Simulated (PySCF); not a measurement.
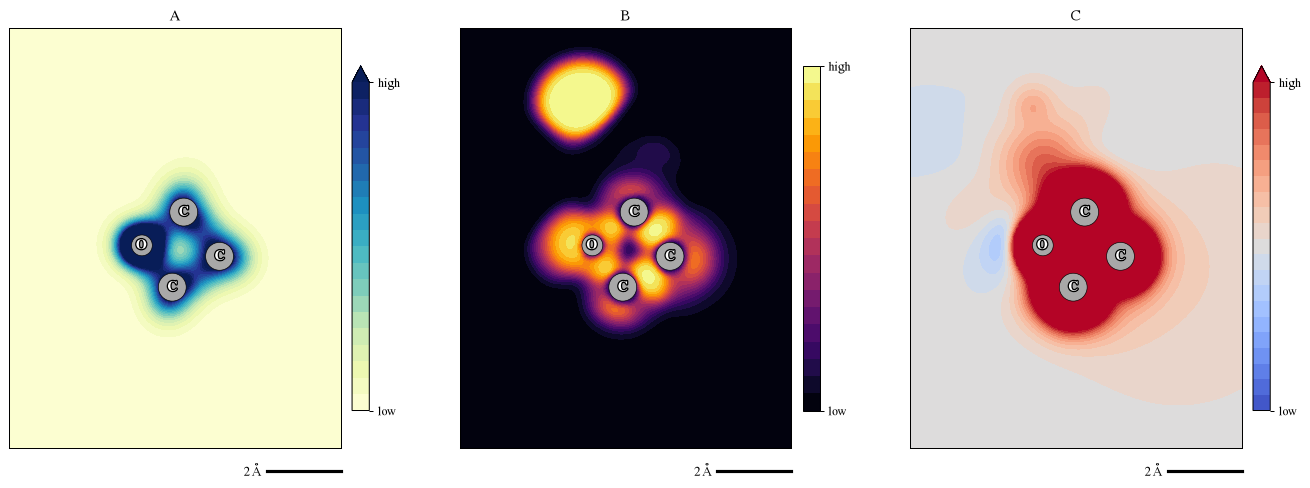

C$_{3}$H$_{7}$FO$_{3}$Si: 3 fields on the plane of atoms C4, C5 and C6, with unlabelled colour scales. Grey discs cover the atomic cores.

Geometry: GFN2-xTB.

All numbers below come from PBE0/pcSseg-1, SCF density, gas phase, non-relativistic in PySCF.

Q: Match the panels to the quantities (electron density, electron localisation function and electrostatic potential).

A: Panel A: electron density. Panel B: electron localisation function. Panel C: electrostatic potential (strongly positive close to the atoms, with negative regions outside electron-rich atoms). From the grid: C–C (1.53 Å): ρ at the midpoint is about 1.7 e/Å³; the ELF peaks at about 0.95 between the atoms (localised, covalent bonding).
